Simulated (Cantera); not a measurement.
Charge: 1 mol Al, a varied amount of HCl, 2.7 mol N2, at 750 K and 12.0 Pa.

Method: chemical equilibrium by Gibbs-energy minimisation in Cantera with the NASA 1993 tables (ideal gas, pure condensed phases). Candidate condensed phases: Al, AlCl3, AlN, NH4Cl; 20 gas species. The numbers say what is thermodynamically allowed, not how fast it happens.

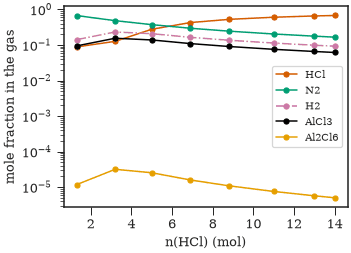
Equilibrium gas composition (values under 1e-9 drawn at 1e-9)

Q: Read off the mole fractions at 6.9 mol HCl.

A: HCl about 0.43, N2 about 0.30, H2 about 0.16, AlCl3 about 0.11, Al2Cl6 about 1.6e-5.
